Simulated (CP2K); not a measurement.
**CH3BrFInO (SMILES C[O][In]([F])[Br]): GFN2-xTB**

What is the vertical ionisation energy of CH3BrFInO at GFN2-xTB? 

The calculation is run with CP2K 2026.2.

5 further runs of the same task are left out: 2 that didn't finish, 3 set aside as unsound or not needed.

### Step 1. The molecule

CH3BrFInO: 8 atoms, total charge 0, spin state singlet. As SMILES, `C[O][In]([F])[Br]`. The shape comes from GFN2-xTB, which is rough for such elements, and wasn't checked as a minimum. This is one conformer, not always the lowest.

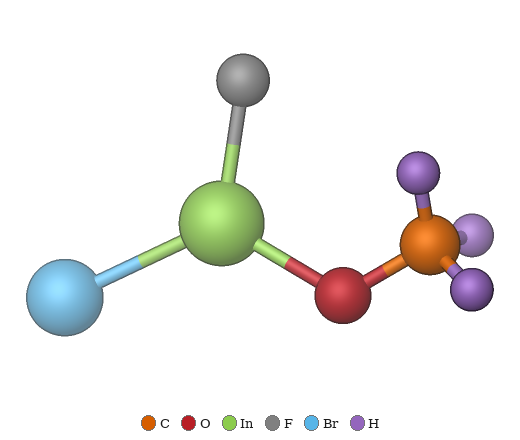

Viewed from a chosen angle; carbon orange, oxygen red, indium green, fluorine grey, bromine blue, hydrogen purple.

### Step 2. The energy at GFN2-xTB

Contents of qs.inp:

```
&GLOBAL
 PROJECT qs
 RUN_TYPE ENERGY
 PRINT_LEVEL MEDIUM
&END GLOBAL

&FORCE_EVAL
 METHOD QS
 &DFT
  &QS
   METHOD XTB
   EPS_DEFAULT 1.0E-10
   &XTB
    GFN_TYPE TBLITE
    &TBLITE
     METHOD GFN2
    &END TBLITE
    CHECK_ATOMIC_CHARGES F
   &END XTB
  &END QS
  # isolated system
  &POISSON
   PERIODIC NONE
   POISSON_SOLVER ANALYTIC
  &END POISSON
  &SCF
   SCF_GUESS ATOMIC
   EPS_SCF 1.0E-07
   MAX_SCF 150
   ADDED_MOS 8
   &DIAGONALIZATION
    ALGORITHM STANDARD
   &END DIAGONALIZATION
   &MIXING
    METHOD DIRECT_P_MIXING
    ALPHA 0.4
   &END MIXING
  &END SCF
  &PRINT
   &MOMENTS
    PERIODIC F
    REFERENCE COM
    MAX_MOMENT 1
   &END MOMENTS
   &MO ON
    ENERGIES T
    OCCUPATION_NUMBERS T
    NDIGITS 6
    &EACH
     QS_SCF 0
    &END EACH
    ADD_LAST NUMERIC
   &END MO
   &HIRSHFELD OFF
   &END HIRSHFELD
  &END PRINT
 &END DFT
 # structure
 &SUBSYS
  # box in angstrom
  &CELL
   ABC 10 12.2 13
   PERIODIC NONE
  &END CELL
  &COORD
   C     -0.311440    -0.563570     1.230960
   O     -0.097400     0.675210     0.609690
   In     0.314570     0.770370    -1.352040
   F      0.671660    -1.062720    -2.045370
   Br     0.504210     2.832410    -2.708010
   H     -0.036470    -0.425260     2.281790
   H      0.317640    -1.362620     0.818720
   H     -1.362790    -0.863820     1.164260
  &END COORD
  &TOPOLOGY
   &CENTER_COORDINATES
   &END CENTER_COORDINATES
  &END TOPOLOGY
 &END SUBSYS
&END FORCE_EVAL
```

Command:

```sh
$ OMP_NUM_THREADS=1 cp2k.psmp -i qs.inp -o qs.out
```

Output:

```text
CP2K| version string:                                       CP2K version 2026.2
[...]
 GLOBAL| Method name                                                        CP2K
[...]
 GLOBAL| Run type                                                         ENERGY
[...]
                             - Atoms:                                          8
[...]
                             - Spherical basis functions:                     33
[...]
 Number of electrons:                                                         30
[...]
  *** SCF run converged in    23 steps ***
[...]
  Fermi energy:                                                -0.40174607768054
[...]
 TB_DIPOLE| Moment [Debye]         -0.64145988       0.45976313       1.67694337
 TB_DIPOLE| Derivative [a.u.]       0.00000000       0.00000000       0.00000000
[...]
 ENERGY| Total FORCE_EVAL ( QS ) energy [hartree]            -17.856481347042457
[...]
```

It took 0.51 s on 1 thread of Arm Neoverse N1, shared host; peak memory 0.14 GiB.

### Step 3. The doublet cation, same level

Contents of mol.inp:

```
&GLOBAL
 PROJECT_NAME mol
 RUN_TYPE ENERGY
 PRINT_LEVEL MEDIUM
&END GLOBAL
&FORCE_EVAL
 METHOD QUICKSTEP
 &DFT
  CHARGE 1
  MULTIPLICITY 2
  UKS T
  # Quickstep
  &QS
   METHOD XTB
   EPS_DEFAULT 1.0E-10
   &XTB
    GFN_TYPE TBLITE
    &TBLITE
     METHOD GFN2
    &END TBLITE
    CHECK_ATOMIC_CHARGES F
   &END XTB
  &END QS
  # isolated system
  &POISSON
   PERIODIC NONE
   POISSON_SOLVER ANALYTIC
  &END POISSON
  # SCF settings
  &SCF
   SCF_GUESS ATOMIC
   EPS_SCF 1.0E-07
   MAX_SCF 150
   ADDED_MOS 8
   &DIAGONALIZATION
    ALGORITHM STANDARD
   &END DIAGONALIZATION
   &MIXING
    METHOD DIRECT_P_MIXING
    ALPHA 0.4
   &END MIXING
   &SMEAR ON
    METHOD FERMI_DIRAC
    ELECTRONIC_TEMPERATURE [K] 300
   &END SMEAR
  &END SCF
  # extra output
  &PRINT
   &MOMENTS
    PERIODIC F
    REFERENCE COM
    MAX_MOMENT 1
   &END MOMENTS
   &MO ON
    ENERGIES T
    OCCUPATION_NUMBERS T
    NDIGITS 6
    &EACH
     QS_SCF 0
    &END EACH
    ADD_LAST NUMERIC
   &END MO
   &HIRSHFELD OFF
   &END HIRSHFELD
  &END PRINT
 &END DFT
 &SUBSYS
  # vacuum box
  &CELL
   ABC 10 12.2 13
   PERIODIC NONE
  &END CELL
  &COORD
   C     -0.311440    -0.563570     1.230960
   O     -0.097400     0.675210     0.609690
   In     0.314570     0.770370    -1.352040
   F      0.671660    -1.062720    -2.045370
   Br     0.504210     2.832410    -2.708010
   H     -0.036470    -0.425260     2.281790
   H      0.317640    -1.362620     0.818720
   H     -1.362790    -0.863820     1.164260
  &END COORD
  &TOPOLOGY
   &CENTER_COORDINATES
   &END CENTER_COORDINATES
  &END TOPOLOGY
 &END SUBSYS
&END FORCE_EVAL
```

Command:

```sh
$ OMP_NUM_THREADS=1 cp2k.psmp -i mol.inp -o mol.out
```

Output:

```text
CP2K| version string:                                       CP2K version 2026.2
[...]
 GLOBAL| Method name                                                        CP2K
[...]
 GLOBAL| Run type                                                         ENERGY
[...]
                             - Atoms:                                          8
[...]
                             - Spherical basis functions:                     33
[...]
 Number of electrons:                                                         15
[...]
  *** SCF run converged in    35 steps ***
[...]
  Fermi energy:                                                -0.65076205954103
[...]
 TB_DIPOLE| Moment [Debye]         -2.02086327      -2.73540723       6.73827843
 TB_DIPOLE| Derivative [a.u.]       0.00000000       0.00000000       0.00000000
[...]
 ENERGY| Total FORCE_EVAL ( QS ) energy [hartree]            -17.306913597258344
[...]
```

Run time: 0.61 s. Hardware: 1 thread of Arm Neoverse N1, shared host; peak memory 0.14 GiB.

### Step 4. Outcome

Level: GFN2-xTB.

```
                                                    quantity         value
                             singlet CH3BrFInO: total energy  -17.85648 Eh
singlet CH3BrFInO: dipole moment (from atomic charges alone)        1.85 D
                              singlet CH3BrFInO: HOMO energy     -12.23 eV
                              singlet CH3BrFInO: LUMO energy     -10.04 eV
                            singlet CH3BrFInO: HOMO–LUMO gap       2.19 eV
                                doublet cation: total energy  -17.30691 Eh
          doublet cation: HOMO energy (highest over α and β)     -17.73 eV
           doublet cation: LUMO energy (lowest over α and β)     -17.69 eV
          vertical ionisation energy (to the doublet cation)     14.955 eV
```

In words: Removing an electron at fixed nuclei costs 14.95 eV (1443 kJ/mol). No empirical shift is applied, and without it xTB methods put this difference several eV too high. The dipole (singlet CH3BrFInO) comes from point charges on the atoms alone, without atomic dipoles, so it is partial.
